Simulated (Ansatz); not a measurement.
# TaBe2BiO6: complex band structure, part 2 of 3

Aim: relax a made-up compound, TaBe2BiO6, and see how good a tunnel barrier it would be. It is built by putting Be for Ba in the Ba2TaBiO6 structure of space group C2/m, with the volume rescaled by atomic radii. The parent structure comes from the Materials Project.

Ansatz 0.2.0; r2SCAN DFT, plane waves, PAW files (the session's first sound run).

So far. Step 2 (Cell and atoms at rest): The largest force component on a free atom ends at 0.0048 eV/Å.

The structure was built from a prototype and need not be the compound's stable phase.

## Step 3: The bulk crystal and its band edges

The energy window and the wavevectors of the next steps follow from the band edges, so these are searched first, off the mesh as well.

The input, input.yaml:

```yaml
crystal:
  lattice:
    - [5.3744407959, -2.7618791716, -0.3110765069]
    - [5.3744407959, 2.7618791716, -0.3110765069]
    - [-3.9168787782, 0.0, 4.2656524913]
  atoms:
    - { symbol: Be, position: [0.1770377887, 0.1770377887, 0.1695547676] }
    - { symbol: Be, position: [0.8229622113, 0.8229622113, 0.8304452324] }
    - { symbol: Ta, position: [0.5, 0.5, 0.0] }
    - { symbol: Bi, position: [0.0, 0.0, 0.5] }
    - { symbol: O, position: [0.6610503934, 0.1277926049, 0.0514799486] }
    - { symbol: O, position: [0.3389496066, 0.8722073951, 0.9485200514] }
    - { symbol: O, position: [0.1277926049, 0.6610503934, 0.0514799486] }
    - { symbol: O, position: [0.2815885436, 0.2815885436, 0.5299251735] }
    - { symbol: O, position: [0.8722073951, 0.3389496066, 0.9485200514] }
    - { symbol: O, position: [0.7184114564, 0.7184114564, 0.4700748265] }
kpoints:
  mp_grid: { grid: [6, 6, 6] }
  band_path: { path: [VBM, CBM], npoints: 30 }
scf:
  occupations: { method: fixed }
hamiltonian:
  xc: r2scan
output:
  eigenvalues: true
  write_potential: true
  write_density: true
  volumetric_format: npy
```

The run is started by

```console
ansatz run input.yaml --threads 2 --pin off --max-ram 4096MiB --backend cpu --events-out ev --progress --plain --runs-dir out
```

Numbers of over 12 decimals in the logs are rounded to 6 here.

Output:

```text
[...]
Crystal: 10 atoms, lattice volume = 119.904 Å³
Basis set: ecut = 500 eV, 3043 PW (Γ), exchange–correlation on 180×180×180 points (64 copies of the dense FFT grid, shifted against one another)
Bands: 44, of which v1, the nominal top of the filled ones, is band 34 counted from 1 (33 counted from 0)
Symmetry: 4 space group operations
[...]
k-points: 68 of 216
[...]
SCF iter   1: F=—  HF=-25960.897409 eV  |F-HF|=—  |Δ(HF+E_count)|=         —  Δρ=1.08e-2  dr2=1.68e-1  dr2_τ=5.97e-1  ethr=1.77e-3  ⟨swp⟩=5.0  Hψ=10802  notcnv=0  defer=536
[...]
SCF iter   8: F=-25961.167274 eV  HF=-25961.167274 eV  |F-HF|=4.91e-10  |Δ(HF+E_count)|=   2.78e-8  Δρ=2.37e-6  dr2=8.01e-9  dr2_τ=1.38e-9  ethr=1.47e-10  ⟨swp⟩=10.5  Hψ=12948  notcnv=0
SCF 1 converged in 8 iterations: F = -25961.167274 eV  dr2 = 8.01e-9
[...]
NSCF: frozen V_eff on 68 k-points
[...]
SCF converged after 8 iterations
Free energy (F): -25961.167274 eV
[...]
Internal energy: -25961.167274 eV  (E = F + TS)
E sigma→0 (E₀):  -25961.167274 eV
Fermi energy:    7.438802 eV
[...]
--- Band table (eV; the first three rows and the last of 68) ---
  k-point 0: bands = [... 30 lower, 6.4249, 6.5250, 6.6649, 7.4375, 10.2617, 11.5879, 12.0790, 12.4635, ... 6 higher]
  k-point 1: bands = [... 30 lower, 6.4106, 6.4580, 6.8451, 7.2355, 10.2638, 11.5992, 11.9009, 12.2887, ... 6 higher]
  k-point 2: bands = [... 30 lower, 6.2577, 6.3958, 6.8936, 6.9726, 10.3399, 11.2546, 11.5348, 11.7667, ... 6 higher]
  k-point 67: bands = [... 30 lower, 6.0839, 6.9414, 7.0312, 7.4379, 9.2194, 11.2892, 11.9295, 12.3754, ... 6 higher]
```

The job ended after 40 s (2 threads of Arm Neoverse V2, shared host; peak memory 0.92 GiB).

Numbers from this step:

* Fermi energy: 7.439 eV
* gap on the k-mesh: 1.781 eV
* gap on path: 1.780 eV, by band count; negative where bands overlap
* direct gap on path: 1.782 eV
* edge places on path: 0, 1.513 1/A along the path

Electronic bands along the path, in eV, zero at the Fermi level (highest filled level under fixed occupations); v1 is the highest filled band, c1 the lowest empty one:

```csv
point,v4,v3,v2,v1,c1,c2,c3,c4
VBM,-1.20,-0.60,-0.56,0.00,2.11,4.05,4.41,5.02
CBM,-1.35,-0.50,-0.41,0.00,1.78,3.85,4.49,4.94
```

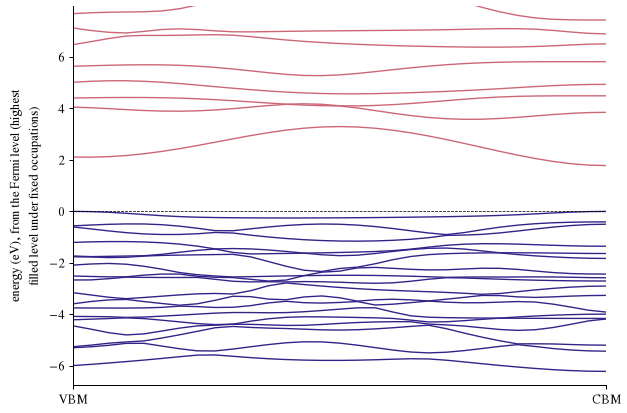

Electronic bands along the path; lines of filled and empty bands in two colours.

The searched edges give 1.78 eV, as on the mesh.

## Step 4: Complex bands, plane (100)

This step: r2SCAN DFT, plane waves, PAW files; complex bands by layer matching along the plane's normal (Ansatz 0.2.0).

The same crystal is laid in a cell whose first two vectors span the (100) plane (indices of the standard conventional cell, whose axes can be ordered otherwise than in the bulk input). At fixed energy and wavevector in the plane the solver finds all kz, real and complex. A few wavevectors are listed, (0, 0), (-0.5, 0) and (-0.3021, 0) in units of the plane's reciprocal vectors; the slowest state needn't be among them.

The input, input.yaml:

```yaml
crystal:
  lattice:
    - [5.791176956, 0.0, 0.0]
    - [0.0, 5.523758343, 0.0]
    - [-3.864150162, 2.761879172, 3.748296411]
  atoms:
    - { symbol: Be, position: [0.1695547676, 0.8229622113, 0.3540755774] }
    - { symbol: Be, position: [0.8304452324, 0.1770377887, 0.6459244226] }
    - { symbol: Ta, position: [0.0, 0.5, 0.0] }
    - { symbol: Bi, position: [0.5, 0.0, 0.0] }
    - { symbol: O, position: [0.0514799486, 0.8722073951, 0.7888429983] }
    - { symbol: O, position: [0.9485200514, 0.1277926049, 0.2111570017] }
    - { symbol: O, position: [0.0514799486, 0.3389496066, 0.7888429983] }
    - { symbol: O, position: [0.5299251735, 0.7184114564, 0.5631770872] }
    - { symbol: O, position: [0.9485200514, 0.6610503934, 0.2111570017] }
    - { symbol: O, position: [0.4700748265, 0.2815885436, 0.4368229128] }
kpoints:
  mp_grid: { grid: [6, 6, 6] }
scf:
  occupations: { method: fixed }
hamiltonian:
  xc: r2scan
output:
  eigenvalues: true
  transmission:
    leads: [[0, 0]]
    kpoints: [[0.0, 0.0], [-0.5, 0.0], [-0.3021, 0.0]]
    e_range: [-1.0, 2.78]
    de: 0.06
```

Output:

```text
[...]
Crystal: 10 atoms, lattice volume = 119.904 Å³
Basis set: ecut = 500 eV, 3043 PW (Γ), exchange–correlation on 180×180×180 points (64 copies of the dense FFT grid, shifted against one another)
Bands: 44, of which v1, the nominal top of the filled ones, is band 34 counted from 1 (33 counted from 0)
Symmetry: 4 space group operations
[...]
k-points: 68 of 216
[...]
SCF iter   1: F=—  HF=-25960.897412 eV  |F-HF|=—  |Δ(HF+E_count)|=         —  Δρ=1.08e-2  dr2=1.68e-1  dr2_τ=5.97e-1  ethr=1.77e-3  ⟨swp⟩=5.0  Hψ=10810  notcnv=0  defer=536
[...]
SCF iter   8: F=-25961.167285 eV  HF=-25961.167285 eV  |F-HF|=5.13e-10  |Δ(HF+E_count)|=   2.78e-8  Δρ=2.38e-6  dr2=8.05e-9  dr2_τ=1.37e-9  ethr=1.47e-10  ⟨swp⟩=10.5  Hψ=12913  notcnv=0
SCF 1 converged in 8 iterations: F = -25961.167285 eV  dr2 = 8.05e-9
[...]
transmission: 6 of 18 steps passed
transmission: 12 of 18 steps passed
transmission: 18 of 18 steps passed
SCF converged after 8 iterations
Free energy (F): -25961.167285 eV
[...]
Internal energy: -25961.167285 eV  (E = F + TS)
E sigma→0 (E₀):  -25961.167285 eV
Fermi energy:    7.438805 eV
[...]
--- Band table (eV; the first three rows and the last of 68) ---
  k-point 0: bands = [... 30 lower, 6.4249, 6.5250, 6.6649, 7.4375, 10.2617, 11.5879, 12.0791, 12.4635, ... 6 higher]
  k-point 1: bands = [... 30 lower, 6.0548, 6.6868, 6.7284, 7.2347, 10.0932, 11.6920, 11.7191, 12.4433, ... 6 higher]
  k-point 2: bands = [... 30 lower, 5.9872, 6.5140, 6.7935, 7.1576, 10.3998, 11.5508, 11.6762, 12.1531, ... 6 higher]
  k-point 67: bands = [... 30 lower, 6.1286, 6.3375, 6.4793, 7.1596, 10.1695, 11.3829, 12.1462, 12.3850, ... 6 higher]
--- Transmission ---
  basis      : 337 plane waves across, 6 finite elements along
  points     : 3, as listed
  energies   : 64 from -1.000000 to 2.780000 eV about the Fermi level, 0.060000 eV apart; the leads are filled to 0.890315 eV, and channels, transmission and decay are at 0.920000 eV
  crystal 0  : O6Be2Bi1Ta1, at the sites [0, 0], period 3.7483 Å: whole cells are its period
    offset         : up to 0.0000 Å between an atom of the period and one for which it stands
    channels       : 0.000000e0 a spin
    conductance    : none, the energies end too early or step too widely for 300 K: set another output.transmission.e_range or a lower de, or, where they end at an eighth of basis.ecutwfc, a higher one
    slowest decay  : 0.2612 /Å at (-0.5000, 0.0000)
```

Elapsed: 2.1 min, on 2 threads; peak memory 1.5 GiB.

This step gave:

| Property | Result |
| --- | --- |
| level to which the leads are filled | 0.8903 eV from the Fermi level |
| decay constant at the filling level, zone centre | 0.4026 Å⁻¹ |
| decay constant at the filling level, slowest listed point | 0.2612 Å⁻¹ |

K parallel (0, 0); values up to 1.5 1/Å, a degenerate pair printed once or twice; energies at which all values exceed this have no row. The Im kz of the slowest decaying states by energy, zero at the highest filled level on the SCF mesh:

```csv
energy (eV),decay 1 (Å⁻¹),decay 2 (Å⁻¹),decay 3 (Å⁻¹),decay 4 (Å⁻¹)
-1.000,0.0257,0.185,0.253,0.399
-0.520,0.146,0.297,0.414,0.532
0.020,0.0838,0.391,0.405,0.449
0.500,0.381,0.417,0.489,0.572
0.980,0.399,0.529,0.539,0.631
1.520,0.357,0.600,0.663,0.674
2.000,0.296,0.580,0.633,0.691
2.480,0.173,0.550,0.574,0.686
```

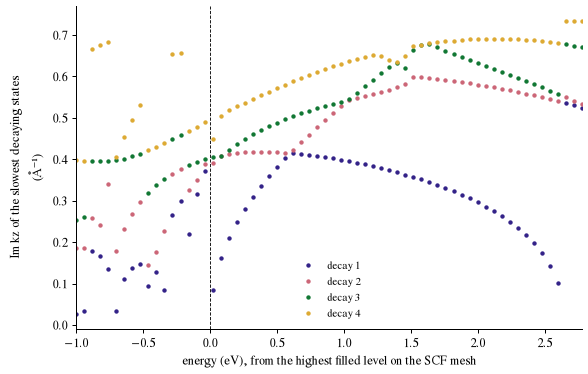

Im kz of the slowest decaying states against energy.

K parallel (-0.5, 0); values up to 1.5 1/Å, a degenerate pair printed once or twice; energies at which all values exceed this have no row. Table of Im kz of the slowest decaying states by energy, zero at the highest filled level on the SCF mesh:

```csv
energy (eV),decay 1 (Å⁻¹),decay 2 (Å⁻¹),decay 3 (Å⁻¹),decay 4 (Å⁻¹)
-1.000,0.156,0.195,0.280,0.363
-0.520,0.200,0.294,0.327,0.558
0.020,0.0986,0.300,0.348,0.370
0.500,0.292,0.383,0.385,0.521
0.980,0.255,0.401,0.484,0.551
1.520,0.162,0.405,0.558,0.565
2.000,0.394,0.547,0.561,0.627
2.480,0.363,0.486,0.517,0.681
```

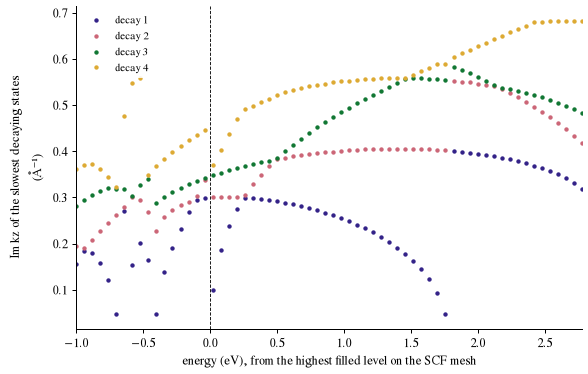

Im kz of the slowest decaying states against energy.

K parallel (-0.5, 0). Re kz of states that move upwards against energy, zero at the highest filled level on the SCF mesh:

```csv
energy (eV),channel 1 (Å⁻¹),channel 2 (Å⁻¹),channel 3 (Å⁻¹)
-1.000,-0.178,-,-
-0.820,-0.0807,-,-
-0.580,-0.382,0.0556,-
-0.400,-0.230,-,-
-0.220,-0.0741,-,-
0.020,-,-,-
0.200,-,-,-
0.380,-,-,-
0.620,-,-,-
0.800,-,-,-
0.980,-,-,-
1.220,-,-,-
1.400,-,-,-
1.580,-,-,-
1.820,0.346,-,-
2.000,0.445,-,-
2.180,0.514,-,-
2.420,0.599,-,-
2.600,0.669,-,-
```

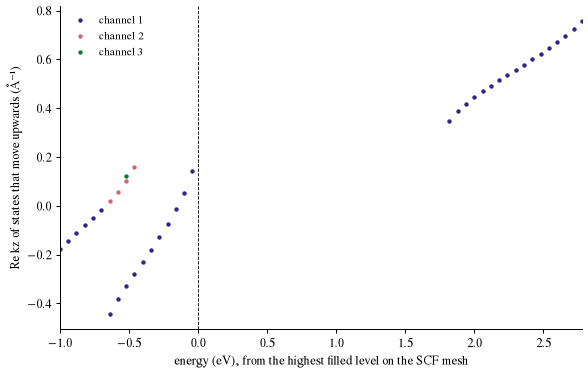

Re kz of states that move upwards, plotted against energy.

K parallel (-0.3021, 0); values up to 1.5 1/Å, a degenerate pair printed once or twice; energies at which all values exceed this have no row. Table of Im kz of the slowest decaying states by energy, zero at the highest filled level on the SCF mesh:

```csv
energy (eV),decay 1 (Å⁻¹),decay 2 (Å⁻¹),decay 3 (Å⁻¹),decay 4 (Å⁻¹)
-1.000,0.0902,0.162,0.179,0.248
-0.520,0.241,0.352,0.371,0.464
0.020,0.0837,0.355,0.359,0.389
0.500,0.334,0.373,0.448,0.466
0.980,0.297,0.464,0.477,0.495
1.520,0.224,0.440,0.485,0.590
2.000,0.405,0.475,0.589,0.626
2.480,0.342,0.448,0.538,0.606
```

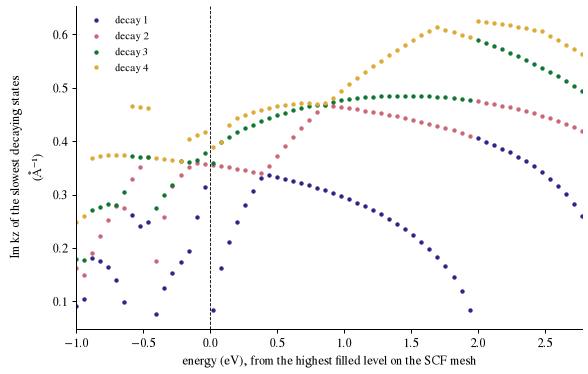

Im kz of the slowest decaying states, plotted against energy.

K parallel (-0.3021, 0). The Re kz of states that move upwards by energy, zero at the highest filled level on the SCF mesh:

```csv
energy (eV),channel 1 (Å⁻¹),channel 2 (Å⁻¹),channel 3 (Å⁻¹)
-1.0000,-0.0837,-,-
-0.7600,-0.830,0.0361,-
-0.5200,-0.520,-0.365,0.196
-0.2200,-0.136,-,-
0.0200,-,-,-
0.2600,-,-,-
0.5000,-,-,-
0.7400,-,-,-
0.9800,-,-,-
1.2200,-,-,-
1.5200,-,-,-
1.7600,-,-,-
2.0000,0.304,-,-
2.2400,0.469,-,-
2.4800,0.559,-,-
2.7200,0.647,-,-
```

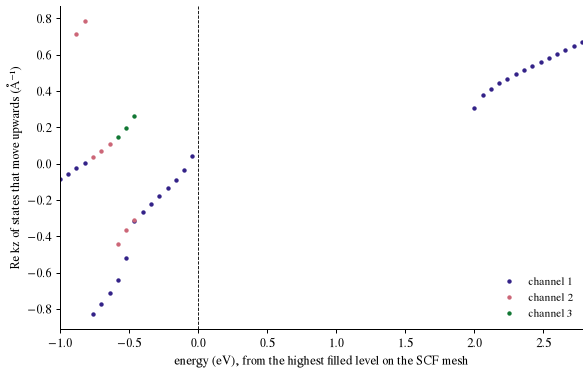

Re kz of states that move upwards against energy.

At the listed wavevectors the last open channel is at -0.04 eV and the next at +1.82 eV on the grid. At +0.92 eV, the grid energy nearest the filling level (the middle of the gap on the SCF mesh), the slowest state at the listed wavevectors decays with κ = 0.261 Å⁻¹, its amplitude falling by e over 3.8 Å. Through 1 nm of this crystal that state's transmission falls by exp(−2 × 0.261 Å⁻¹ × 10 Å) = 0.0054.

## Step 5: Decay over the two-dimensional zone

The listed points could miss the slowest state, so one energy near mid-gap is solved on a mesh of 8×8.

input.yaml, as its differences from that of step 4:

```diff
@@ -24,6 +24,2 @@
   eigenvalues: true
-  transmission:
-    leads: [[0, 0]]
-    kpoints: [[0.0, 0.0], [-0.5, 0.0], [-0.3021, 0.0]]
-    e_range: [-1.0, 2.78]
-    de: 0.06
+  transmission: { leads: [[0, 0]], kmesh: [8, 8], e_range: [0.89, 0.9], de: 0.05 }
```

Output:

```text
[...]
Crystal: 10 atoms, lattice volume = 119.904 Å³
Basis set: ecut = 500 eV, 3043 PW (Γ), exchange–correlation on 180×180×180 points (64 copies of the dense FFT grid, shifted against one another)
Bands: 44, of which v1, the nominal top of the filled ones, is band 34 counted from 1 (33 counted from 0)
Symmetry: 4 space group operations
[...]
k-points: 68 of 216
[...]
SCF iter   1: F=—  HF=-25960.897412 eV  |F-HF|=—  |Δ(HF+E_count)|=         —  Δρ=1.08e-2  dr2=1.68e-1  dr2_τ=5.97e-1  ethr=1.77e-3  ⟨swp⟩=5.0  Hψ=10810  notcnv=0  defer=536
[...]
SCF iter   8: F=-25961.167285 eV  HF=-25961.167285 eV  |F-HF|=5.13e-10  |Δ(HF+E_count)|=   2.78e-8  Δρ=2.38e-6  dr2=8.05e-9  dr2_τ=1.37e-9  ethr=1.47e-10  ⟨swp⟩=10.5  Hψ=12913  notcnv=0
SCF 1 converged in 8 iterations: F = -25961.167285 eV  dr2 = 8.05e-9
[...]
transmission: 24 of 150 steps passed
transmission: 48 of 150 steps passed
[...]
transmission: 150 of 150 steps passed
SCF converged after 8 iterations
Free energy (F): -25961.167285 eV
[...]
Internal energy: -25961.167285 eV  (E = F + TS)
E sigma→0 (E₀):  -25961.167285 eV
Fermi energy:    7.438805 eV
[...]
--- Band table (eV; the first three rows and the last of 68) ---
  k-point 0: bands = [... 30 lower, 6.4249, 6.5250, 6.6649, 7.4375, 10.2617, 11.5879, 12.0791, 12.4635, ... 6 higher]
  k-point 1: bands = [... 30 lower, 6.0548, 6.6868, 6.7284, 7.2347, 10.0932, 11.6920, 11.7191, 12.4433, ... 6 higher]
  k-point 2: bands = [... 30 lower, 5.9872, 6.5140, 6.7935, 7.1576, 10.3998, 11.5508, 11.6762, 12.1531, ... 6 higher]
  k-point 67: bands = [... 30 lower, 6.1286, 6.3375, 6.4793, 7.1596, 10.1695, 11.3829, 12.1462, 12.3850, ... 6 higher]
--- Transmission ---
  basis      : 337 plane waves across, 6 finite elements along
  points     : 25, standing for a mesh of 8 x 8
  energies   : 1 from 0.890000 to 0.890000 eV about the Fermi level; the leads are filled to 0.890315 eV, and channels, transmission and decay are at 0.890000 eV
[...]
channels       : 0.000000e0 a spin
    conductance    : none, crystal 0 has no channel at the energies, or these end too early or step too widely for 300 K: set another output.transmission.e_range or a lower de, or, where they end at an eighth of basis.ecutwfc, a higher one
    slowest decay  : 0.2641 /Å at (0.5000, 0.0000)
```

Wall time 95 s (2 threads); peak memory 1.5 GiB.

This step gave:

```yaml
least_decay_constant_on_the_mesh: 0.2641 Å⁻¹
```

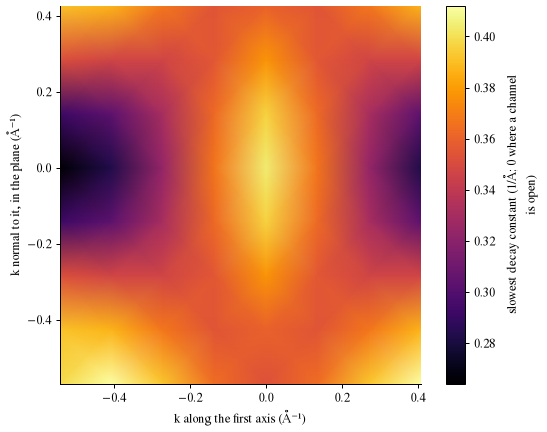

Slowest decay constant (1/Å; 0 where a channel is open) over k1 and k2. At 0.8900 eV from the Fermi level.

The least value on the mesh is 0.264 Å⁻¹ at +0.89 eV. At that energy the listed points give about 0.264 Å⁻¹ by interpolation, so the mesh holds no clearly slower state.

(Part 2 of 3 ends here.)

[Logs are printed without paths, hosts, clocks, repeated set-up lines and the standing remarks that a program may print on its own settings, such as how far it seeks lower states.]

[Hosts, paths, dates, database ids (printed as entryN), source tags and the programs' standing remarks are cut or masked in the printed files.]
